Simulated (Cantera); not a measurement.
Input: 1 mol TEOS, 1 mol O3, 35 mol N2, at 3.53 Torr.

These are equilibrium values from Cantera (NASA tables, ideal gas, pure condensed phases), not measurements of a reactor. Candidate condensed phases: C, C6H6, C7H8, C8H18, H2O, Si, SiC, SiO2, Si2N2O, Si3N4; 151 gas species. The feed counts by its element totals alone. N2 is the only nitrogen source here; it is nearly inert below about 1500 K, so the nitride shown seldom forms there in practice. Equilibrium is a limit: real reactors are often held back by kinetics, nucleation or transport.

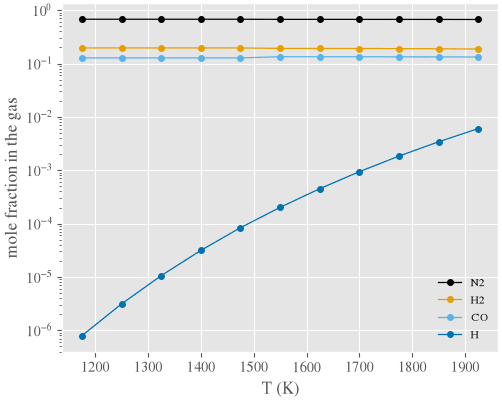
Fig. 1. Equilibrium gas composition (values under 1e-9 drawn at 1e-9)

From 1175 K to 1475 K the condensed part is C(graphite) + Si2N2O(s). At 1550 K the condensed part is C(graphite) + SiC(s). From 1625 K to 1925 K the condensed part is SiC(s). The main Si-bearing gas is SiO throughout.
